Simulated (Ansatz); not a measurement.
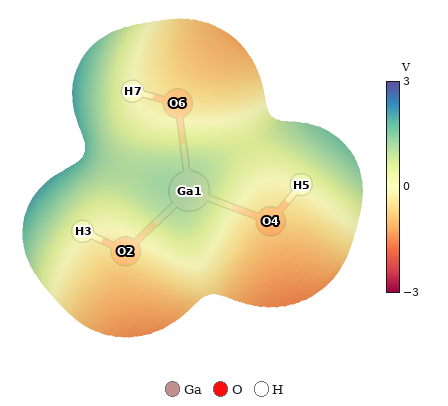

GaH3O3. The molecular electrostatic potential painted on the density surface at 0.001 e/bohr³, seen across its widest extent; red is negative and blue positive.

Level of theory: RKS PBE-D4/def2-SVP in Ansatz.

Input file:

```
crystal:
  periodic: [false, false, false]
  atoms:
    - { symbol: Ga, position_ang: [0.0, 0.0, 0.0] }
    - { symbol: O, position_ang: [0.0, 0.0, 1.79] }
    - { symbol: H, position_ang: [-0.9095, -0.2814, 2.1271] }
    - { symbol: O, position_ang: [1.5501, 0.0, -0.895] }
    - { symbol: H, position_ang: [1.85, -0.9519, -1.0499] }
    - { symbol: O, position_ang: [-1.5501, 0.0, -0.895] }
    - { symbol: H, position_ang: [-2.0598, -0.8467, -0.6865] }
basis:
  gaussian: { orbitals: def2-SVP }
hamiltonian:
  xc: pbe
  dispersion: d4
relax:
  f_tol: 0.02
  max_steps: 40
output:
  orbitals: {}
```

Run with:

```sh
ansatz run input.yaml --threads 2 --pin off --max-ram 3072MiB --backend cpu --events-out ev --progress --plain --runs-dir out
```

The fields are those of the run's last geometry, not of the input's.

Which sites attract a positive test charge, and which a negative one?

A positive charge is drawn to the negative regions and a negative charge to the positive ones. The most negative region (about −1.5 V, or −35 kcal/mol for a unit charge) lies over O4, the most positive (about +2.1 V, or +48 kcal/mol for a unit charge) over H3 and H7. O4 is the likeliest acceptor of a hydrogen bond.
